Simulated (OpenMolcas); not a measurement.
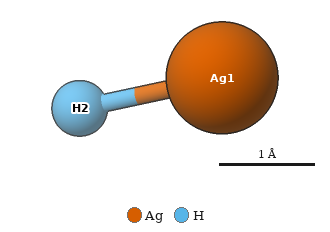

Figure 1. The input geometry (ball-and-stick view, seen at a tilt; atoms are numbered from 1 in the order of the input). Sticks mark near contacts.

**Energy and gradient calculation, with input and output: AgH**

- system: AgH
- method: PW6B95/ANO-R2, RKS, DKH2 (OpenMolcas 26.06)

Input file
```
&GATEWAY
Coord=input.xyz
Basis=ANO-R2
Group=NoSym
&SEWARD
Relativistic=R02O02
Expert
&SCF
KSDFT=HYB_MGGA_XC_PW6B95
PrOrbitals=1 1
&ALASKA
```

File input.xyz
```
2

Ag     0.000000     0.000000     0.000000
H      0.000000     0.000000     1.618100
```

Command:
```bash
export MOLCAS_MEM=1860
pymolcas job.input > job.log
```

Output
```
--- Start Module: gateway ---

                                              &GATEWAY

                       available to each process: 1.9 GB of memory, 1 thread

++    Symmetry information:
      ---------------------

                    Character Table for C1

                             E
                    a        1  x, y, xy, Rz, z, xz, Ry, yz, Rx, I
--

++    Basis set information:
      ----------------------

      Basis set label: AG.ANO-R...7S5P4D2F1G.

      Electronic valence basis set:
      ------------------
      Associated Effective Charge  47.000000 au
      Associated Actual Charge     47.000000 au
      Nuclear Model: Finite nucleus - Gaussian distribution
        Gaussian exponent, Xi/bohr**(-2):  2.03890E+08

      Shell  nPrim  nBasis  Cartesian Spherical Contaminant
         s      23       7        X
         p      16       5        X
         d      12       4                 X
         f       6       2                 X
         g       5       1                 X

      Basis set label: H.ANO-R...3S2P1D.

      Electronic valence basis set:
      ------------------
      Associated Effective Charge   1.000000 au
      Associated Actual Charge      1.000000 au
      Nuclear Model: Finite nucleus - Gaussian distribution
        Gaussian exponent, Xi/bohr**(-2):  2.12482E+09

      Shell  nPrim  nBasis  Cartesian Spherical Contaminant
         s       7       3        X
         p       4       2        X
         d       2       1                 X
--

++    Molecular structure info:
      -------------------------

                    ************************************************
                    **** Cartesian Coordinates / bohr, angstrom ****
                    ************************************************

     Center  Label                x              y              z                     x              y              z
        1      AG1              0.000000       0.000000       0.000000              0.000000       0.000000       0.000000
        2      H2               0.000000       0.000000       3.057766              0.000000       0.000000       1.618100
--

            Nuclear Potential Energy             15.37069952 au

--- Stop Module: gateway /rc=_RC_ALL_IS_WELL_ ---

--- Start Module: seward ---

                                              &SEWARD

                       available to each process: 1.9 GB of memory, 1 thread

 ###############################################################################
 ###    WARNING:  EXPERT option is ON!                                       ###
 ###############################################################################
               SEWARD will generate:
                  Multipole Moment integrals up to order  2
                  Kinetic Energy integrals
                  Nuclear Attraction integrals (finite nuclei - Gaussian type)
                  One-Electron Hamiltonian integrals
                  Velocity integrals
                  Relativistic Douglas-Kroll-Hess integrals:
                    - Parametrization         : OPT
                    - DKH order of Hamiltonian: 2
                    - DKH order of Properties : 2
                         - multipole moment operators
                         - electric potential operators
                         - contact operators
                  Orbital angular momentum around (  0.0000   0.0000   0.0286 )
                  Velocity quadrupole around (  0.0000   0.0000   0.0286 )
                  Atomic mean-field integrals
                  Two-Electron Repulsion integrals

                   Integrals are discarded if absolute value <: 1.00E-14
                   Integral cutoff threshold is set to       <: 1.00E-16

            Nuclear Potential Energy             15.37069952 au

      Basis set specifications :
      Symmetry species         a
      Basis functions           79

--- Stop Module: seward /rc=_RC_ALL_IS_WELL_ ---
--- Module seward spent 6 seconds ---

--- Start Module: scf ---

                                                &SCF

                       available to each process: 1.9 GB of memory, 1 thread

 ###############################################################################
 ###     Minimized-density-differences option turned off!                    ###
 ###############################################################################
++    Input section:
      --------------

      Header of the integral files:

      Cartesian coordinates in angstrom:
      -----------------------------------------------------
      No.  Label        X            Y            Z
      -----------------------------------------------------
       1   AG1        0.00000000   0.00000000   0.00000000
       2   H2         0.00000000   0.00000000   1.61810000
      -----------------------------------------------------
      Nuclear repulsion energy =   15.37069952
--

++    Orbital specifications:
      -----------------------

      Symmetry species               1
                                     a
      Frozen orbitals                0
      Occupied orbitals             24
      Secondary orbitals            55
      Deleted orbitals               0
      Total number of orbitals      79
      Number of basis functions     79
--

      Molecular charge                           0.000

      Numerical integration parameters
      --------------------------------
      Radial quadrature type:                         MHL
      Size of radial grid:                            75
      Lebedev angular grid:                           29
      Angular grid pruned with the crowding factor:  3.00E+00
                                 and fading factor:  6.00E+00
      Screening threshold for integral computation:   1.00E-11
      Radial quadrature accuracy:                     1.00E-25
      Maximum batch size:                             128
      AO values are stored on disk
      The same grid will be used for all iterations.

      DFT functional specifications
      -----------------------------
      Using Libxc version: 6.2.2
      Please cite the following reference:
      S. Lehtola, C. Steigemann, M. J.T. Oliveira, and M. A.L. Marques.,  SoftwareX 7, 1–5 (2018) doi:10.1016/j.softx.2017.11.002

      * Mixture of PW91 with BC95 from Zhao and Truhlar

++    Optimization specifications:
      ----------------------------

      SCF Algorithm: Conventional
      D(i)-D(i-1) density differences are used
      Number of density matrices in core                 5
      Maximum number of NDDO SCF iterations            400
      Maximum number of HF SCF iterations              400
      Threshold for SCF energy change             1.00E-09
      Threshold for density matrix                1.00E-04
      Threshold for Fock matrix                   1.50E-04
      Threshold for linear dependence             1.00E-09
      Threshold at which DIIS is turned on        1.50E-01
      Maximum depth in the DIIS procedure                5
      Maximum depth in the BFGS Hessian update          30
      Threshold at which QNR/C2DIIS is turned on  7.50E-02
      Threshold for Norm(delta) (QNR/C2DIIS)      1.00E-03
      All orbitals punched on: SCFORB
--

      Input vectors read from INPORB
      Orbital file label: *Guess orbitals

++ Convergence information
                                   [...]      iterations: Energy and convergence statistics

Iter     Tot. [...]      One-elec.       Two-elec.     Energy      Max Dij or  Max Fij      DNorm      TNorm      AccCon     Time
         Energy          Energy          Energy        Change      Delta Norm                                                in Sec.

 The total and one-electron energies are shifted by a value of      5000. a.u.

   1  -316.570870621 -2473.345112437  2141.403542295   0.00E+00    6.03E-01*   9.45E-02*    9.82E+00   5.60E+02   None         0.
   2  -316.597027686 -2468.194835086  2136.227107878  -2.62E-02*   1.96E-01*   5.33E-02*    1.57E+00   5.59E+02   EDIIS        0.
   3  -316.647777678 -2471.582104999  2139.563627800  -5.07E-02*   1.36E-01*   2.68E-02*    6.50E-01   5.60E+02   EDIIS        0.
   4  -316.653200153 -2470.617140949  2138.593241275  -5.42E-03*   9.80E-03*   1.04E-02*    3.61E-01   5.59E+02   c2DIIS       0.
   5  -316.659783170 -2470.628923297  2138.598440606  -6.58E-03*   4.65E-03*   1.84E-03*    4.04E-02   5.59E+02   QNRc2DIIS    0.
   6  -316.659760535 -2471.274227562  2139.243767505   2.26E-05*   2.93E-03*   2.56E-03*    1.76E-02   5.59E+02   QNRc2DIIS    0.
   7  -316.659805497 -2470.881334625  2138.850829606  -4.50E-05*   5.16E-04    8.93E-05     1.22E-02   5.59E+02   QNRc2DIIS    0.
   8  -316.659805646 -2470.880710843  2138.850205675  -1.49E-07*   1.98E-04    5.90E-05     2.10E-03   5.59E+02   QNRc2DIIS    0.
   9  -316.659805679 -2470.882038440  2138.851533240  -3.29E-08*   4.64E-05    2.04E-05     8.31E-04   5.59E+02   QNRc2DIIS    0.
  10  -316.659805684 -2470.881465127  2138.850959922  -4.77E-09*   1.13E-05    6.89E-06     1.84E-04   5.59E+02   QNRc2DIIS    0.
  11  -316.659805684 -2470.881553375  2138.851048169  -6.21E-10    2.01E-06    3.83E-07     4.45E-05   5.59E+02   QNRc2DIIS    0.

       Convergence after  11 Iterations
--

 *****************************************************************************************************************************
 *                                             SCF/KS-DFT Program, Final results                                             *
 *                                                       Final Results                                                       *
 *****************************************************************************************************************************

::    Total KS-DFT energy                           -5316.6598056844
      One-electron energy                           -7470.8815533749
      Two-electron energy                            2138.8510481691
      Nuclear repulsion energy                         15.3706995214
      Kinetic energy (interpolated)                  5985.8780193322
      Virial theorem                                    0.8882004926
      Total spin, S(S+1)                                0.0000000000
      Total spin, S                                     0.0000000000
      Max non-diagonal density matrix element           0.0000032076
      Max non-diagonal Fock matrix element              0.0000000945

      All orbitals with orbital energies smaller than  E(LUMO)+0.5 are printed

++    Molecular orbitals:
      -------------------

      Title: RKS-DFT orbitals

      Molecular orbitals for symmetry species 1: a

          Orbital            1         2         3         4         5         6         7         8         9        10
          Energy         -932.7750 -138.2860 -124.0993 -124.0993 -124.0991  -25.7385  -21.0294  -21.0294  -21.0273  -13.5659
          Occ. No.          2.0000    2.0000    2.0000    2.0000    2.0000    2.0000    2.0000    2.0000    2.0000    2.0000

          Orbital           11        12        13        14        15        16        17        18        19        20
          Energy          -13.5659  -13.5641  -13.5641  -13.5634   -3.7185   -2.3371   -2.3300   -2.3300   -0.4030   -0.3617
          Occ. No.          2.0000    2.0000    2.0000    2.0000    2.0000    2.0000    2.0000    2.0000    2.0000    2.0000

          Orbital           21        22        23        24        25        26        27        28        29        30
          Energy           -0.3617   -0.3544   -0.3544   -0.2535   -0.0693    0.0963    0.1115    0.1115    0.1986    0.2908
          Occ. No.          2.0000    2.0000    2.0000    2.0000    0.0000    0.0000    0.0000    0.0000    0.0000    0.0000

--

++    Molecular charges:
      ------------------

      Mulliken charges per centre and basis function type
      ---------------------------------------------------

                AG1     H2
      1s       2.0000  1.2446
      2s       2.0000  0.0567
      2px      2.0000  0.0065
      2pz      2.0000  0.0196
      2py      2.0000  0.0065
      3s       1.9997 -0.0025
      3px      2.0000  0.0005
      3pz      1.9995  0.0055
      3py      2.0000  0.0005
      4s       1.9939  0.0000
      3d2+     2.0000  0.0003
      3d1+     2.0000  0.0020
      3d0      2.0000  0.0025
      3d1-     2.0000  0.0020
      3d2-     2.0000  0.0003
      4px      1.9996  0.0000
      4pz      1.9852  0.0000
      4py      1.9996  0.0000
      5s       0.7747  0.0000
      4d2+     1.9983  0.0000
      4d1+     1.9892  0.0000
      4d0      1.8902  0.0000
      4d1-     1.9892  0.0000
      4d2-     1.9983  0.0000
      5px      0.0004  0.0000
      5pz      0.0283  0.0000
      5py      0.0004  0.0000
      6s       0.0069  0.0000
      4f3+     0.0000  0.0000
      4f2+     0.0001  0.0000
      4f1+     0.0001  0.0000
      4f0      0.0013  0.0000
      4f1-     0.0001  0.0000
      4f2-     0.0001  0.0000
      4f3-     0.0000  0.0000
      5d2+     0.0008  0.0000
      5d1+     0.0011  0.0000
      5d0     -0.0050  0.0000
      5d1-     0.0011  0.0000
      5d2-     0.0008  0.0000
      6px      0.0001  0.0000
      6pz     -0.0005  0.0000
      6py      0.0001  0.0000
      7s       0.0011  0.0000
      5f3+     0.0000  0.0000
      5f2+     0.0000  0.0000
      5f1+    -0.0000  0.0000
      5f0      0.0001  0.0000
      5f1-    -0.0000  0.0000
      5f2-     0.0000  0.0000
      5f3-     0.0000  0.0000
      6d2+     0.0005  0.0000
      6d1+     0.0006  0.0000
      6d0     -0.0016  0.0000
      6d1-     0.0006  0.0000
      6d2-     0.0005  0.0000
      5g4+     0.0000  0.0000
      5g3+     0.0000  0.0000
      5g2+     0.0000  0.0000
      5g1+     0.0000  0.0000
      5g0      0.0001  0.0000
      5g1-     0.0000  0.0000
      5g2-     0.0000  0.0000
      5g3-     0.0000  0.0000
      5g4-     0.0000  0.0000
      Total   46.6553  1.3447

      N-E      0.3447 -0.3447

      Total electronic charge=   48.000000

      Total            charge=   -0.000000
--

++    Static properties:
      ------------------

      LoProp Charges per center

                   AG1      H2
      Nuclear     47.0000   1.0000
      Electronic -46.6718  -1.3282

      Total        0.3282  -0.3282
--

++    Natural Bond Order analysis
      ---------------------------
      Based on LoProp computed density
      -------------------------------------------------------------------------------------
      Atom A       Atom B       Bond Order
        AG1          H2             0.750
      -------------------------------------------------------------------------------------
      NBO located      1.500 electrons involved in    1 bonds.
      NBO located      1.002 non-bonded electrons on atom AG1
      NBO located      0.999 non-bonded electrons on atom AG1
      NBO located      1.001 non-bonded electrons on atom AG1
      NBO located      1.002 non-bonded electrons on atom AG1
      NBO located      1.002 non-bonded electrons on atom AG1
      NBO located      1.003 non-bonded electrons on atom AG1
      NBO located      1.003 non-bonded electrons on atom AG1
      NBO located      1.000 non-bonded electrons on atom AG1
      NBO located      1.000 non-bonded electrons on atom AG1
      NBO located      1.000 non-bonded electrons on atom AG1
      NBO located      1.000 non-bonded electrons on atom AG1
      NBO located      1.000 non-bonded electrons on atom AG1
      NBO located      1.000 non-bonded electrons on atom AG1
      NBO located      1.000 non-bonded electrons on atom AG1
      NBO located      1.000 non-bonded electrons on atom AG1
      NBO located      1.000 non-bonded electrons on atom AG1
      NBO located      1.000 non-bonded electrons on atom AG1
      NBO located      1.000 non-bonded electrons on atom AG1
      NBO located      1.000 non-bonded electrons on atom AG1
      NBO located      1.000 non-bonded electrons on atom AG1
      NBO located      1.000 non-bonded electrons on atom AG1
      The remaining    1.846 electrons are to be considered as diffuse
--

++    Molecular properties:
      ---------------------

      Charge (e):
                      =   -0.0000
      Dipole Moment (debye):
      Origin of the operator (angstrom)=    0.0000    0.0000    0.0151
                   X=  2.7826E-11               Y= -3.3173E-14               Z= -2.9054E+00           Total=  2.9054E+00
      Quadrupole Moment (debye*angstrom):
      Origin of the operator (angstrom)=    0.0000    0.0000    0.0151
                  XX= -2.2110E+01              XY= -6.2297E-13              XZ=  7.8009E-12              YY= -2.2110E+01
                  YZ= -1.3537E-13              ZZ= -2.3002E+01
      In traceless form (debye*angstrom)
                  XX=  4.4606E-01              XY= -9.3445E-13              XZ=  1.1701E-11              YY=  4.4606E-01
                  YZ= -2.0305E-13              ZZ= -8.9212E-01
--

--- Stop Module: scf /rc=_RC_ALL_IS_WELL_ ---
--- Module scf spent 4 seconds ---

--- Start Module: alaska ---

                                              &ALASKA

                       available to each process: 1.9 GB of memory, 1 thread

                     Threshold for contributions to the gradient: 1.000E-07

                    ********************************************
                    * Symmetry Adapted Cartesian Displacements *
                    ********************************************

           Irreducible representation : a
           Basis function(s) of irrep: x, y, xy, Rz, z, xz, Ry, yz, Rx, I

 Basis Label        Type   Center Phase
   1   AG1          x         1     1
   2   AG1          y         1     1
   3   AG1          z         1     1
   4   H2           x         2     1
   5   H2           y         2     1
   6   H2           z         2     1

                     No automatic utilization of translational and rotational invariance of the energy is employed.

 Rotational correction to the DFT gradient is turned off due to close-to-degeneracy problems!

 DFT contribution computed for a moving grid.

 Conventional ERI gradients!

 **************************************************
 *              Molecular gradients               *
 **************************************************

  Irreducible representation: a
 ------------------------------------------------------------------------------------------
                              X                       Y                       Z
 ------------------------------------------------------------------------------------------
  AG1               1.03415508085539E-13    2.24164014225432E-15    1.87013194977581E-03
  H2               -1.03417242809022E-13   -2.24098962095103E-15   -1.87013194978469E-03
 ------------------------------------------------------------------------------------------

--- Stop Module: alaska /rc=_RC_ALL_IS_WELL_ ---
--- Module alaska spent 11 seconds ---

.##################.
.# Happy landing! #.
.##################.

    Timing: Wall=22.16 User=20.83 System=1.31
```

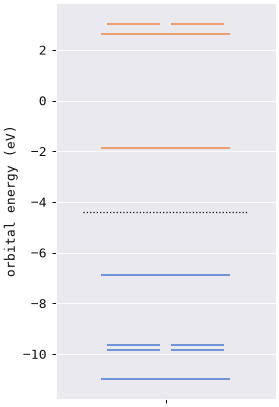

Figure 2. Orbital energies near the frontier; the dotted line parts filled from empty levels, and levels within 0.02 eV of each other stand side by side. Highest filled −6.90 eV, lowest empty −1.89 eV, 5.01 eV apart.

Key numbers

```tsv
quantity	value
outcome	converged
total energy	−5316.659806 hartree
basis functions	79
largest force	0.096 eV/Å
HOMO	−6.90 eV
LUMO	−1.89 eV
dipole moment	2.91 debye
hardware	1 thread of Arm Neoverse V1, 24 GiB of memory available, shared host
wall time	23 s
peak memory	0.49 GiB
```
